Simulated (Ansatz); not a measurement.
# AlSiH3Cl2 (SMILES [SiH3][Al]([Cl])[Cl]): PBE0/def2-SVP

What is the vertical singlet–triplet gap of AlSiH3Cl2 at PBE0/def2-SVP? 

The results are computed with Ansatz 0.2.0.

45 further runs of the same task are left out: 45 set aside as unsound or not needed. Runs told in other sessions of the task aren't counted.

### Step 1. The molecule

The species is AlSiH3Cl2 (7 atoms), meant as a singlet with charge 0. SMILES: `[SiH3][Al]([Cl])[Cl]`. Geometry: relaxed at PBE0-D4/def2-TZVP.

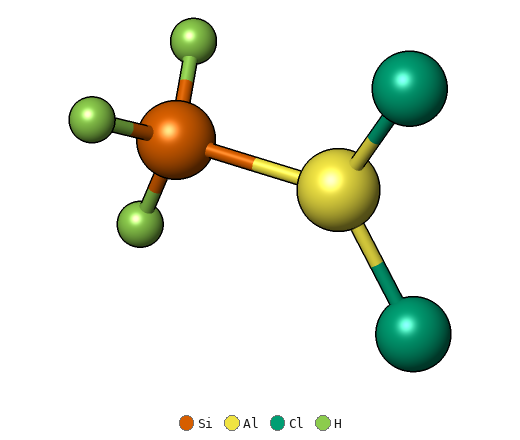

The structure, seen from a chosen angle (silicon orange, aluminium yellow, chlorine teal, hydrogen green).

### Step 2. A single-point energy at PBE0/def2-SVP

job.yaml

```yaml
crystal:
  periodic: [false, false, false]
  atoms:
    - {symbol: Si, position_ang: [-0.434800, 0.999700, -0.278300]}
    - {symbol: Al, position_ang: [0.497800, -1.172400, 0.296300]}
    - {symbol: Cl, position_ang: [2.290200, -1.318600, 1.363300]}
    - {symbol: Cl, position_ang: [-0.432100, -2.964700, -0.245300]}
    - {symbol: H, position_ang: [-1.709600, 0.853800, -1.028500]}
    - {symbol: H, position_ang: [-0.687900, 1.781100, 0.962600]}
    - {symbol: H, position_ang: [0.537600, 1.753200, -1.115800]}
basis:
  gaussian:
    orbitals: def2-SVP
hamiltonian:
  xc: {name: PBE0}
accuracy: high
output:
  orbitals: {seedname: orbitals}
```

Command:

```sh
$ ansatz run job.yaml --threads 1 --pin off --max-ram 2610MiB --events-out events.jsonl --progress --plain --runs-dir runs
```

Output:

```text
Warning: RAYON_NUM_THREADS=1 ignored (pool sized by the plan → 1); use --threads N
Functional definition: PBE0
  name "PBE0"
  parameter a = 0.25
  parameter kappa = 0.804
  parameter beta = 0.06672455060314922
  exchange = (1 - a)*pbe_x(kappa = kappa, mu = beta*pi^2/3) + a*exact_x
  correlation = pbe_c(beta = beta)
1713 factors; integrals over basis functions are off by at most 5.6e-9 eV
mean field evaluation 1: about -39544.4245 eV, gradient 1.6e1 eV
mean field evaluation 2: about -39544.5214 eV, gradient 1.6e1 eV
mean field evaluation 4: about -39545.2454 eV, gradient 3.6e-1 eV
mean field evaluation 8: about -39545.3595 eV, gradient 5.3e-2 eV
mean field evaluation 16: about -39545.3595 eV, gradient 1.4e-6 eV
mean field -39545.35951556 eV, -1453.2651573892 hartree, gradient 1.6e-8 eV, S^2 0.000000; 0 other end points of the search recorded, 0 dependent functions left out
reference -39545.35951826 eV, -1453.2651574885 hartree; 32, 32 occupied and 55, 55 virtual orbitals, 1713 factors
Total energy: -39545.35951826 eV, -1453.2651574885 hartree
```

Wall time 9 s (1 thread of Arm Neoverse V2, shared host); peak memory 0.3 GiB.

### Step 3. The triplet at the same level

in.yaml

```yaml
basis:
  gaussian: {orbitals: def2-SVP}
crystal:
  periodic: [false, false, false]
  atoms:
    - {symbol: Si, position_ang: [-0.434800, 0.999700, -0.278300]}
    - {symbol: Al, position_ang: [0.497800, -1.172400, 0.296300]}
    - {symbol: Cl, position_ang: [2.290200, -1.318600, 1.363300]}
    - {symbol: Cl, position_ang: [-0.432100, -2.964700, -0.245300]}
    - {symbol: H, position_ang: [-1.709600, 0.853800, -1.028500]}
    - {symbol: H, position_ang: [-0.687900, 1.781100, 0.962600]}
    - {symbol: H, position_ang: [0.537600, 1.753200, -1.115800]}
hamiltonian: {xc: {name: PBE0}}
output: {orbitals: {seedname: orbitals}}
magnetization: {spin_polarized: true, initial_magnetization: 2}
accuracy: high
```

Command:

```sh
$ ansatz run in.yaml --threads 1 --pin off --max-ram 2610MiB --events-out events.jsonl --progress --plain --runs-dir runs
```

Output:

```text
Warning: RAYON_NUM_THREADS=1 ignored (pool sized by the plan → 1); use --threads N
[... 7 set-up lines as earlier in the session ...]
1713 factors; integrals over basis functions are off by at most 5.6e-9 eV
mean field evaluation 1: about -39540.0187 eV, gradient 9.3e0 eV
mean field evaluation 2: about -39540.1819 eV, gradient 8.5e0 eV
mean field evaluation 4: about -39540.6438 eV, gradient 4.2e-1 eV
mean field evaluation 8: about -39540.7985 eV, gradient 1.2e-1 eV
mean field evaluation 16: about -39540.7988 eV, gradient 4.0e-4 eV
mean field evaluation 32: about -39540.6612 eV, gradient 1.6e0 eV
mean field -39540.79882826 eV, -1453.0975552225 hartree, gradient 6.5e-8 eV, S^2 2.003067; 2 other end points of the search recorded, 0 dependent functions left out
reference -39540.79883106 eV, -1453.0975553253 hartree; 33, 31 occupied and 54, 56 virtual orbitals, 1713 factors
Total energy: -39540.79883106 eV, -1453.0975553253 hartree
```

Run time: 20 s. Hardware: 1 thread of Arm Neoverse V2, shared host; peak memory 0.46 GiB.

### Step 4. Outcome

At PBE0/def2-SVP:

| quantity | value |
| --- | --- |
| singlet: total energy | -1453.26516 Eh |
| singlet: HOMO energy | -8.30 eV |
| singlet: LUMO energy | -1.75 eV |
| singlet: HOMO–LUMO gap | 6.55 eV |
| triplet: total energy | -1453.09756 Eh |
| triplet: HOMO energy (highest over α and β) | -3.97 eV |
| triplet: ⟨S²⟩ | 2.003 |
| vertical energy of the triplet above the singlet | 4.561 eV |

What this shows: At this shape the triplet lies 4.56 eV (440 kJ/mol) above the singlet.
